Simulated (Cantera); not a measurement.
Charge: 1 mol MgO, 3.4 mol SO3, 0.16 mol O2, at 0.0530 bar.

Cantera equilibrium calculation (NASA polynomials, part measured and part estimated; ideal gas, pure solids and liquids). Candidate condensed phases: Mg, MgO, MgS, MgSO4, S; 14 gas species. The numbers say what is thermodynamically allowed, not how fast it happens.

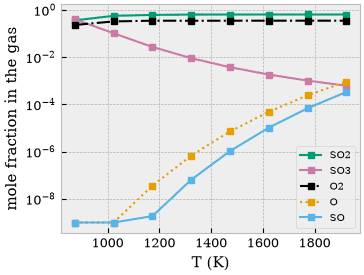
Figure: Equilibrium gas composition (values under 1e-9 drawn at 1e-9)

From 873 K to 1173 K the condensed part is MgSO4(s). From 1323 K to 1923 K the condensed part is MgO(s).
